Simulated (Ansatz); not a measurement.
# Σ5 (210) boundary in fcc Ag: structure and resistance, part 3 of 3

Wanted: what the Σ5 (210) boundary in fcc Ag costs an interconnect.

Ansatz 0.2.0; Ansatz plane-wave DFT, PBE, PAW files; relaxation of a bicrystal slab with its lowest layers held; PAW set soft_1 (the session's first sound run).

So far. Step 3 (Transmission across the boundary): Over the solved energies the transmission per spin lies between 1.80 and 1.84, out of 2.14 channels of the lead on average (up to 2.16). Step 4 (Specific resistance): Averaged over the energies near the Fermi level, 84.7 % of the channels pass, which makes 0.203 fΩ m².

## 5. Single-crystal slab for reference

This step: Ansatz plane-wave DFT, PBE, PAW files; relaxation of a single-crystal slab with its lowest layers held; PAW set soft_1 (Ansatz 0.2.0).

System of this step: Ag slab, plane (2, 1, 0). The cell holds 22 atoms: 22 Ag. Its edges and angles: a = 5.005 Å, b = 4.086 Å, c = 30.188 Å, α = 90.0°, β = 90.0°, γ = 65.9°. It derives from Ag. Vacuum lies along c.

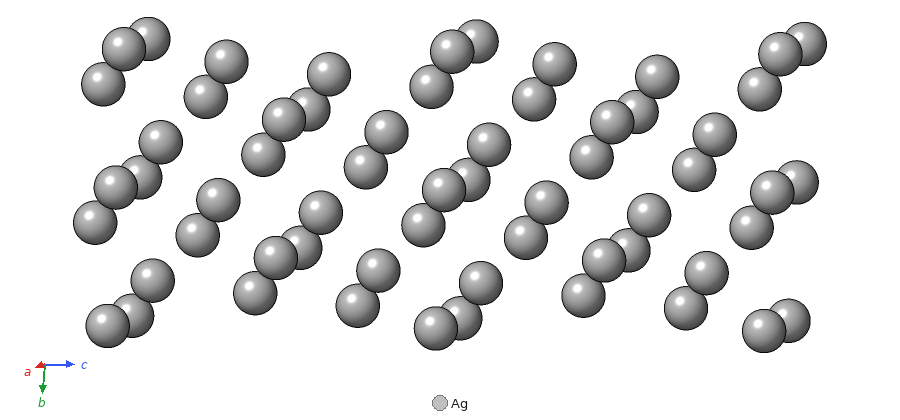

The cell of this step (silver light grey). 1×2×1 cells are drawn. Some periodic images of atoms are drawn too.

input.yaml

```yaml
crystal:
  lattice:
    - [5.0045524935, 0.0, 0.0]
    - [1.6681841645, 3.7301731908, 0.0]
    - [0.0, 0.0, 30.187744037]
  atoms:
    - { symbol: Ag, position: [0.4000000003, 0.2999999998, 0.165630131] }
    - { symbol: Ag, position: [3.0e-10, 0.9999999998, 0.1958974506] }
    - { symbol: Ag, position: [0.6000000003, 0.6999999998, 0.2261647702] }
    - { symbol: Ag, position: [0.2000000002, 0.3999999998, 0.2564320898] }
    - { symbol: Ag, position: [0.8000000002, 0.0999999998, 0.2866994094] }
    - { symbol: Ag, position: [0.4000000002, 0.7999999998, 0.3169667291] }
    - { symbol: Ag, position: [2.0e-10, 0.4999999998, 0.3472340487] }
    - { symbol: Ag, position: [0.6000000002, 0.1999999998, 0.3775013683] }
    - { symbol: Ag, position: [0.2000000002, 0.8999999999, 0.4077686879] }
    - { symbol: Ag, position: [0.8000000002, 0.5999999999, 0.4380360075] }
    - { symbol: Ag, position: [0.4000000001, 0.2999999999, 0.4683033271] }
    - { symbol: Ag, position: [1.0e-10, 0.9999999999, 0.4985706467] }
    - { symbol: Ag, position: [0.6000000001, 0.6999999999, 0.5288379663] }
    - { symbol: Ag, position: [0.2000000001, 0.3999999999, 0.5591052859] }
    - { symbol: Ag, position: [0.8000000001, 0.0999999999, 0.5893726055] }
    - { symbol: Ag, position: [0.4000000001, 0.7999999999, 0.6196399251] }
    - { symbol: Ag, position: [1.0e-10, 0.4999999999, 0.6499072447] }
    - { symbol: Ag, position: [0.6000000001, 0.2, 0.6801745643] }
    - { symbol: Ag, position: [0.2, 0.9, 0.710441884] }
    - { symbol: Ag, position: [0.8, 0.6, 0.7407092036] }
    - { symbol: Ag, position: [0.4, 0.3, 0.7709765232] }
    - { symbol: Ag, position: [0.0, 0.0, 0.8012438428] }
kpoints:
  mp_grid: { grid: [6, 6, 1] }
hamiltonian:
  xc: pbe
  pseudopotentials: { kind: paw, azcp: { folder: soft_1 } }
scf:
  occupations: { method: fermi_dirac, width: 0.1 }
relax:
  f_tol: 0.03
  max_steps: 80
  constraints: [{ sites: [0, 1, 2, 3] }]
```

Run with:

```
> ansatz run input.yaml --threads 4 --pin off --max-ram 15360MiB --backend cpu --events-out ev --progress --plain --runs-dir out
```

Numbers of over 12 decimals in the logs are rounded to 6 here.

The log of the run:

```text
Warning: crystal.symmetry: narrowed to the stabiliser of the relax constraints — unitary ops 4 → 2; lowered at sites 0, 1, 2, 3, 18, 19, 20, 21 (the operations that carried what is held of a site onto what its image site leaves free; the constrained walk keeps no symmetry that its constraints do not admit)
[...]
Crystal: 22 atoms, lattice volume = 563.540 Å³
Basis set: ecut = 420 eV, 11077 PW (Γ), exchange–correlation on 72×60×432 points (8 copies of the dense FFT grid, shifted against one another)
Bands: 251, of which v1, the nominal top of the filled ones, is band 209 counted from 1 (208 counted from 0)
Symmetry: 2 space group operations
k-points: 13 of 36 (time reversal used)
[...]
SCF iter   1: F=—  HF=-166996.293575 eV  |F-HF|=—  |Δ(HF+E_count)|=         —  Δρ=5.46e-2  dr2=1.89e1  ethr=3.10e-3  ⟨swp⟩=6.1  Hψ=11508  notcnv=0  defer=92
[...]
SCF iter   8: F=-166991.280119 eV  HF=-166991.280119 eV  |F-HF|=4.53e-7  |Δ(HF+E_count)|=   6.01e-6  Δρ=1.29e-5  dr2=1.36e-6  ethr=5.38e-9  ⟨swp⟩=4.3  Hψ=10305  notcnv=0
SCF 1 converged in 8 iterations: F = -166991.280119 eV  dr2 = 1.36e-6
[...]
relax step   1: F+E_penalty+E_count = -166991.28011852 eV  Δ(F+E_penalty+E_count) = +0.000e0 eV  max|allowed force component| = 3.797e-1 eV/Å  Δτ_max = 0.0000 Å  (8 SCF iters, dr2 threshold 2.25e-5 eV, accepted)
[...]
SCF iter   6: F=-166991.357842 eV  HF=-166991.357843 eV  |F-HF|=3.91e-7  |Δ(HF+E_count)|=   1.14e-6  Δρ=1.28e-5  dr2=9.78e-7  ethr=2.16e-9  ⟨swp⟩=5.0  Hψ=11016  notcnv=0
SCF 2 converged in 6 iterations: F = -166991.357842 eV  dr2 = 9.78e-7
[...]
relax step   2: F+E_penalty+E_count = -166991.35784221 eV  Δ(F+E_penalty+E_count) = -7.772e-2 eV  max|allowed force component| = 7.761e-2 eV/Å  Δτ_max = 0.1912 Å  (6 SCF iters, dr2 threshold 9.01e-6 eV, accepted)
SCF iter   1: F=—  HF=-166991.539495 eV  |F-HF|=—  |Δ(HF+E_count)|=         —  Δρ=7.41e-3  dr2=3.43e-1  ethr=7.29e-4  ⟨swp⟩=7.4  Hψ=8784  notcnv=0  defer=281
[...]
SCF iter   8: F=-166991.417734 eV  HF=-166991.417734 eV  |F-HF|=2.08e-8  |Δ(HF+E_count)|=   7.28e-8  Δρ=2.91e-6  dr2=4.98e-8  ethr=2.39e-11  ⟨swp⟩=4.9  Hψ=10574  notcnv=0
SCF 3 converged in 8 iterations: F = -166991.417734 eV  dr2 = 4.98e-8
relax step   3: F+E_penalty+E_count = -166991.41773423 eV  Δ(F+E_penalty+E_count) = -5.989e-2 eV  max|allowed force component| = 9.031e-2 eV/Å  Δτ_max = 0.1948 Å  (8 SCF iters, accepted)
[...]
relax step   4: F+E_penalty+E_count = -166991.43771021 eV  Δ(F+E_penalty+E_count) = -1.998e-2 eV  max|allowed force component| = 4.747e-2 eV/Å  Δτ_max = 0.1882 Å  (8 SCF iters, accepted)
SCF iter   1: F=—  HF=-166991.451150 eV  |F-HF|=—  |Δ(HF+E_count)|=         —  Δρ=2.20e-3  dr2=3.62e-2  ethr=6.91e-5  ⟨swp⟩=4.2  Hψ=6831  notcnv=0  defer=351
[...]
SCF iter   7: F=-166991.440056 eV  HF=-166991.440056 eV  |F-HF|=3.56e-8  |Δ(HF+E_count)|=   6.07e-8  Δρ=2.97e-6  dr2=5.61e-8  ethr=2.39e-11  ⟨swp⟩=4.9  Hψ=11253  notcnv=0
SCF 5 converged in 7 iterations: F = -166991.440056 eV  dr2 = 5.61e-8
relax step   5: F+E_penalty+E_count = -166991.44005603 eV  Δ(F+E_penalty+E_count) = -2.346e-3 eV  max|allowed force component| = 8.618e-3 eV/Å  Δτ_max = 0.0579 Å  (7 SCF iters, accepted)
SCF converged after 7 iterations
Free energy (F): -166991.440056 eV
[...]
Internal energy: -166991.239271 eV  (E = F + TS)
E sigma→0 (E₀):  -166991.339664 eV
Entropy (-TS):   -0.200785 eV (-9.127 meV/atom)
Fermi energy:    10.114637 eV
[...]
--- Forces (eV/Å), atoms counted from 1 ---
  atom   1  Ag    -0.02022452     0.00904468     0.19134967
  atom   2  Ag    -0.03413337     0.01526491    -0.14800106
  atom   3  Ag     0.03331870    -0.01490058    -0.18175312
  atom   4  Ag    -0.00361833     0.00161817     0.13789779
  atom   5  Ag    -0.00051893     0.00023207    -0.00304479
  atom   6  Ag     0.00136826    -0.00061191     0.00127964
  atom   7  Ag    -0.00086372     0.00038627     0.00026751
  atom   8  Ag     0.00106722    -0.00047727     0.00099177
  atom   9  Ag     0.00050187    -0.00022445     0.00151576
  atom  10  Ag     0.00088778    -0.00039703    -0.00019337
  atom  11  Ag     0.00096034    -0.00042948     0.00079921
  atom  12  Ag     0.00179739    -0.00080382     0.00191935
  atom  13  Ag     0.00186852    -0.00083563     0.00102705
  atom  14  Ag     0.00186712    -0.00083500    -0.00180370
  atom  15  Ag     0.00247157    -0.00110532    -0.00338496
  atom  16  Ag     0.00141049    -0.00063079    -0.00170942
  atom  17  Ag     0.00167687    -0.00074992     0.00042360
  atom  18  Ag     0.00337109    -0.00150760     0.00177968
  atom  19  Ag     0.00294608    -0.00131753     0.00117926
  atom  20  Ag     0.00053885    -0.00024098     0.00539998
  atom  21  Ag     0.00331705    -0.00148343     0.00265264
  atom  22  Ag    -0.00001270     0.00000568    -0.00861843
  max |Σ_I F_I| component: 2.59e-5 eV/Å
--- Relaxed structure (5 steps of the walk, 5 accepted, 0 SCFs on fresh bases) ---
  F+E_penalty+E_count = -166991.44005603 eV   max|allowed force component| = 8.618e-3 eV/Å
  atoms:
    - { symbol: Ag, position: [0.400000, 0.300000, 0.165630] }
    - { symbol: Ag, position: [2.9090901909611944e-10, 1.000000, 0.195897] }
    - { symbol: Ag, position: [0.600000, 0.700000, 0.226165] }
    - { symbol: Ag, position: [0.200000, 0.400000, 0.256432] }
    - { symbol: Ag, position: [0.800758, 0.099621, 0.289101] }
    - { symbol: Ag, position: [0.402314, 0.798843, 0.319712] }
    - { symbol: Ag, position: [0.00387673, 0.498062, 0.350918] }
    - { symbol: Ag, position: [0.602932, 0.198534, 0.382657] }
    - { symbol: Ag, position: [0.202784, 0.898608, 0.413717] }
    - { symbol: Ag, position: [0.803323, 0.598338, 0.445220] }
    - { symbol: Ag, position: [0.403757, 0.298122, 0.476641] }
    - { symbol: Ag, position: [0.00420021, 0.997900, 0.507579] }
    - { symbol: Ag, position: [0.604790, 0.697605, 0.539058] }
    - { symbol: Ag, position: [0.205724, 0.397138, 0.570513] }
    - { symbol: Ag, position: [0.806352, 0.096824, 0.601657] }
    - { symbol: Ag, position: [0.406562, 0.796719, 0.633256] }
    - { symbol: Ag, position: [0.00780638, 0.496097, 0.664644] }
    - { symbol: Ag, position: [0.612137, 0.193932, 0.695580] }
    - { symbol: Ag, position: [0.214690, 0.892655, 0.726637] }
    - { symbol: Ag, position: [0.811770, 0.594115, 0.759506] }
    - { symbol: Ag, position: [0.417811, 0.291095, 0.789797] }
    - { symbol: Ag, position: [0.021897, -0.010948, 0.816807] }
```

It took 4.7 min on 4 threads of Arm Neoverse V1, shared host; peak memory 3.2 GiB.

Relaxation path:

```csv
step,energy less that of the first step (eV),largest force component (eV/Å)
1,0.0000,0.3797
2,-0.0777,0.0776
3,-0.1376,0.0903
4,-0.1576,0.0475
5,-0.1599,0.0086
```

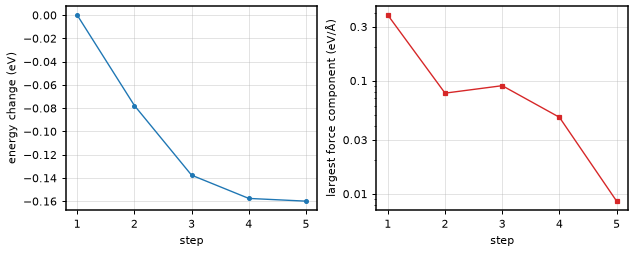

Energy and largest force along the relaxation.

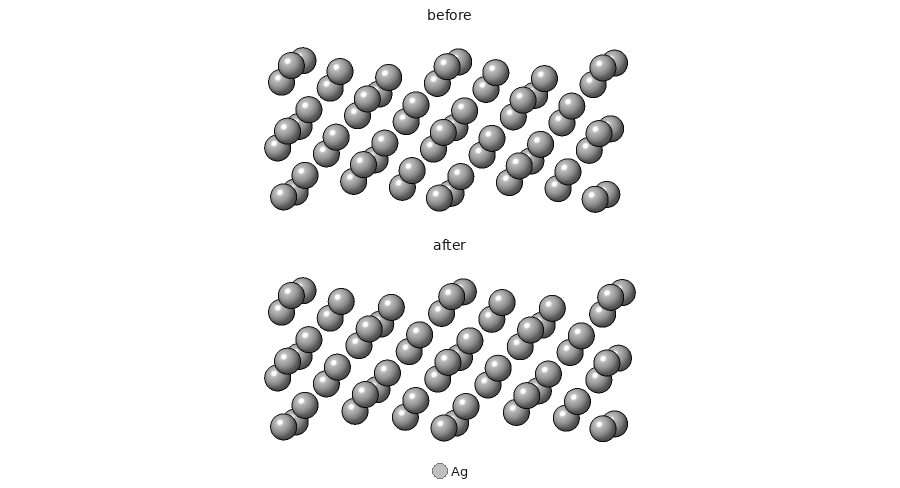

The structure before and after the relaxation, drawn at the same scale.

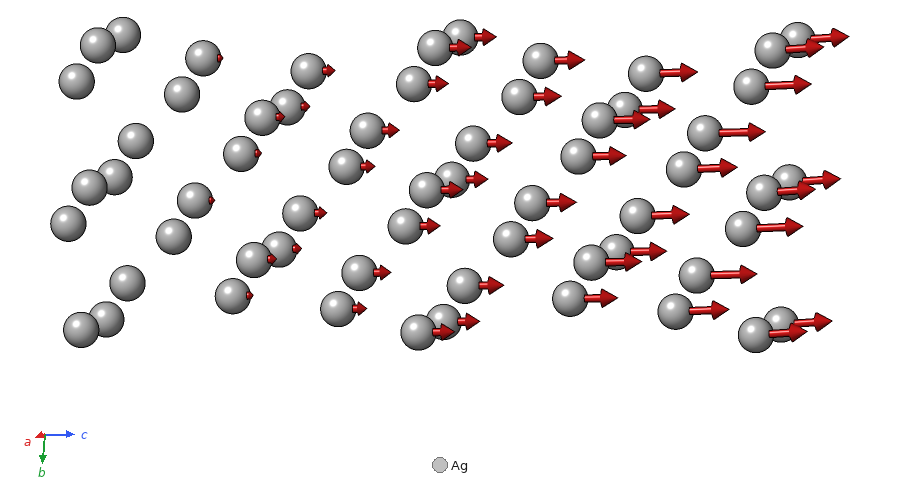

Displacements in the relaxation, exaggerated; the longest in the cell stands for 0.57 Å. 1×2×1 cells are drawn. Some periodic images of atoms are drawn too.

The atoms that moved most (Å):

```csv
atom,dx,dy,dz,length
Ag21,0.074,-0.033,0.568,0.574
Ag20,0.049,-0.022,0.567,0.570
Ag19,0.061,-0.027,0.489,0.493
Ag22,0.091,-0.041,0.470,0.480
Ag18,0.051,-0.023,0.465,0.468
Ag17,0.033,-0.015,0.445,0.446
Ag16,0.027,-0.012,0.411,0.412
Ag15,0.026,-0.012,0.371,0.372
```

Final coordinates:

```xyz
22
Lattice="5.0046 0.0000 0.0000 1.6682 3.7302 0.0000 0.0000 0.0000 30.1877" Properties=species:S:1:pos:R:3
Ag    2.5023    1.1191    5.0000
Ag    1.6682    3.7302    5.9137
Ag    4.1705    2.6111    6.8274
Ag    1.6682    1.4921    7.7411
Ag    4.1736    0.3716    8.7273
Ag    3.3460    2.9798    9.6514
Ag    0.8503    1.8579   10.5934
Ag    3.3486    0.7406   11.5515
Ag    2.5139    3.3520   12.4892
Ag    5.0184    2.2319   13.4402
Ag    2.5179    1.1120   14.3887
Ag    1.6857    3.7223   15.3227
Ag    4.1904    2.6022   16.2730
Ag    1.6921    1.4814   17.2225
Ag    4.1969    0.3612   18.1627
Ag    3.3637    2.9719   19.1166
Ag    0.8666    1.8505   20.0641
Ag    3.3870    0.7234   20.9980
Ag    2.5635    3.3298   21.9355
Ag    5.0536    2.2162   22.9278
Ag    2.5766    1.0858   23.8422
Ag    0.0913   -0.0408   24.6576
```

Numbers from this step:

| Property | Result |
| --- | --- |
| free energy | -166991.4401 eV |
| energy at zero smearing | -166991.3397 eV |
| Fermi energy | 10.11 eV |

The largest force component on a free atom ends at 0.0086 eV/Å, under the tolerance of 0.03, after 5 steps.

## 6. Bulk reference

This step: Ansatz plane-wave DFT, PBE, PAW files; bulk reference; PAW set soft_1 (Ansatz 0.2.0).

System of this step: Ag. The structure is cubic, space group Fm-3m (No. 225). The conventional cell has a = 4.086 Å, b = 4.086 Å, c = 4.086 Å, α = 90.00°, β = 90.00°, γ = 90.00°. Nearest to Ag lie 12 Ag at 2.89 Å.

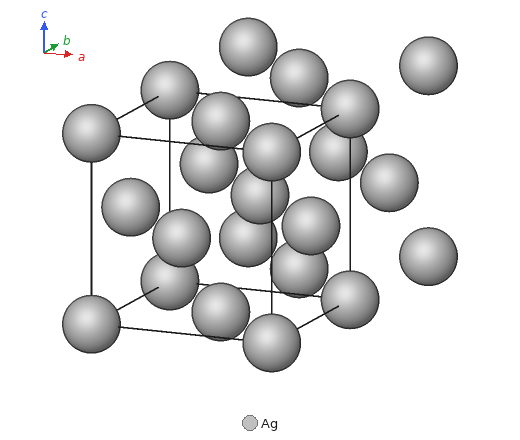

The cell of this step (silver light grey). 1×2×1 conventional cells are drawn. Some periodic images of atoms are drawn too.

input.yaml, the sections that differ from step 5:

```yaml
crystal:
  lattice:
    - [0.0, 2.0431, 2.0431]
    - [2.0431, 0.0, 2.0431]
    - [2.0431, 2.0431, 0.0]
  atoms:
    - { symbol: Ag, position: [0.0, 0.0, 0.0] }
kpoints:
  mp_grid: { grid: [18, 18, 18] }
# hamiltonian, scf: as in step 5
# relax: removed
```

The log of the run:

```text
[...]
Crystal: 1 atoms, lattice volume = 17.057 Å³
Basis set: ecut = 420 eV, 331 PW (Γ)
Bands: 14, of which v1, the nominal top of the filled ones, is band 10 counted from 1 (9 counted from 0)
Symmetry: 48 space group operations
[...]
k-points: 195 of 5832
[...]
SCF iter   1: F=—  HF=-7590.851917 eV  |F-HF|=—  |Δ(HF+E_count)|=         —  Δρ=6.99e-2  dr2=8.91e-1  ethr=3.10e-3  ⟨swp⟩=4.8  Hψ=13598  notcnv=0
[...]
SCF iter   6: F=-7590.609256 eV  HF=-7590.609256 eV  |F-HF|=2.22e-9  |Δ(HF+E_count)|=   1.52e-7  Δρ=5.85e-6  dr2=5.76e-9  ethr=4.40e-10  ⟨swp⟩=1.0  Hψ=7318  notcnv=0
SCF 1 converged in 6 iterations: F = -7590.609256 eV  dr2 = 5.76e-9
[...]
SCF converged after 6 iterations
Free energy (F): -7590.609256 eV
[...]
Internal energy: -7590.601829 eV  (E = F + TS)
E sigma→0 (E₀):  -7590.605543 eV
Entropy (-TS):   -0.007428 eV (-7.428 meV/atom)
Fermi energy:    17.239152 eV
[...]
```

Wall time 0.71 s (4 threads); peak memory 0.28 GiB.

This step gave:

- free energy: -7590.6093 eV
- energy at zero smearing: -7590.6055 eV
- Fermi energy: 17.24 eV

## 7. Boundary energy

This step: Ansatz plane-wave DFT, PBE, PAW files; bicrystal less single-crystal slab less bulk atoms, a boundary area; PAW set soft_1 (Ansatz 0.2.0).

This step gave:

| Item | Value |
| --- | --- |
| excess energy of the cell | 0.6257 eV |
| boundary energy | 0.5370 J/m² |

The boundary costs 0.54 J/m².

By hand: 0.626 eV / 18.67 Å² × 16.02 = 0.537 J/m².

## 8. What came out

```json
{"specific resistance of the boundary": "0.203 fΩ m²", "share of channels that pass": "0.847", "boundary energy": "0.537 J/m²"}
```

**Reading.** The boundary has a specific resistance of 0.20 fΩ m² and an energy of 0.54 J/m². The boundary reflects 15 % of the channels; 0.20 fΩ m² is 2.0×10⁻¹² Ω·cm². That equals the resistance of 12 nm of bulk Ag at 300 K (measured 1.629 µΩ cm, CRC Handbook of Chemistry and Physics, 84th ed., 2003, Electrical Resistivity of Pure Metals). In the relaxation the upper grain slid sideways by about 0.9 Å, so the result belongs to the position that it found, not to the starting one. One starting structure was relaxed; another shift or atom count at the boundary may lie lower.

[Logs are printed without paths, hosts, clocks, repeated set-up lines and the standing remarks that a program may print on its own settings, such as how far it seeks lower states.]

[Hosts, paths, dates, database ids (printed as entryN), source tags and the programs' standing remarks are cut or masked in the printed files.]
